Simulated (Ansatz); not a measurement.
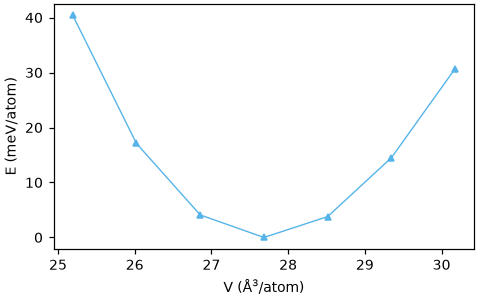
PbSe in space group P-6m2 (No. 187; Pb on 1a, Se on 1f) under volume change, the program Ansatz at the LDA level (PAW), shape and atoms relaxed at each volume.

Q: What does a third-order Birch–Murnaghan fit give for V₀, B₀ and B′?

A: V₀ = 27.68 Å³/atom, B₀ = 49.6 GPa, B′ = 3.7.

The cell is a constructed one: a structure type filled with these elements; neither database checked (COD, Materials Project) lists it. It is not the phase usual at ambient conditions (space group No. 225). The LDA relaxation kept the symmetry of its start; of distortions, only those at the zone centre were tested, and some modes there are weakly imaginary. Scalar-relativistic: spin–orbit coupling is off unless named, which matters more the heavier the elements.

Potentials: the later of the program's two PAW sets.
